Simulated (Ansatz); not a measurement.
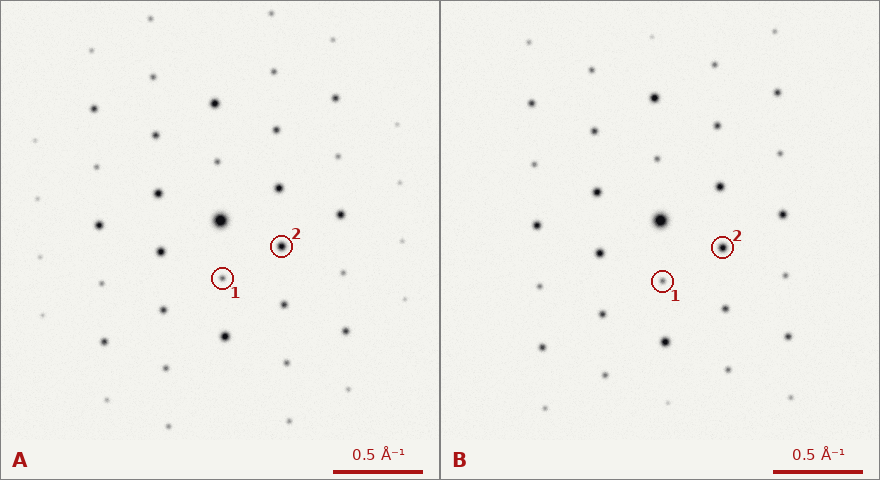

Kinematic electron diffraction patterns (120 kV, B = 0.5 Å², same scale) along [111] of the run's own cell, for the start and the end of one relaxation of CaAl2Cu2 with DFT, PAW plane waves, r2scan (Ansatz). k mesh 6×6×6. The start is a generated model structure, and the relaxation ends in the nearest stationary point of its symmetry, not necessarily the ground state. Spot 1 is -1 1 0 and spot 2 is -1 0 1 in both.

Start structure:

```
Cu Al Ca
1.0
     0.00000    4.07936    0.00000
     4.07936    0.00000    0.00000
     2.03968    2.03968   -4.94803
Cu Al Ca
2 2 1
Cartesian
  4.0794 2.0397 -2.4740
  2.0397 4.0794 -2.4740
  2.0397 2.0397 -1.2756
  4.0794 4.0794 -3.6724
  0.0000 0.0000 0.0000
```

Which pattern belongs to the start structure, and which to the relaxed one?

Answer. B is the start: its cell gives d(1) = 2.885 Å, d(2) = 2.565 Å and an angle of 63.6°. A is the relaxed structure, with d(1) = 3.021 Å (+4.7 %), d(2) = 2.625 Å (+2.4 %) and 64.2°.

Summarise the relaxation behind the change.

Answer. The volume changed by +10.7 % to 18.23 Å³ an atom; with the mean shift removed, the atoms moved by up to 0.05 Å relative to the cell (Al most); the space group stayed I4/mmm (No. 139); the free energy fell by 46 meV an atom. Relaxed cell: a = 4.273 Å, b = 4.273 Å, c = 5.835 Å, α = 68.52°, β = 68.52°, γ = 90.00°.
